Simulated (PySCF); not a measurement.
Vertical excitations of a molecule CH3Si, multiplicity 2 from TDA-PBE/def2-TZVPD (PySCF 2.14.0), as energy in eV (oscillator strength): 1.44 (0.002), 2.78 (0.001), 3.68 (0.011), 4.51 (0.009), 5.28 (0.002), 5.30 (0.076), 5.62 (0.049), 5.67 (0.064), 5.75 (0.041), 5.90 (0.069). Geometry: PBE0-D3(BJ)/def2-TZVP. Other conformers were not sampled.

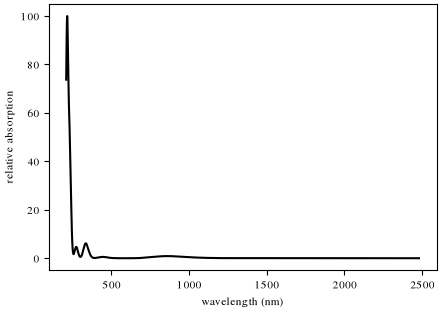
Fig. 1. The lines broadened by 0.4 eV.

Problem. Identify the compound among the candidates.
A) C=[SiH]
B) [CH]=[SiH2]
C) C[Si]

Solution. A, C=[SiH]
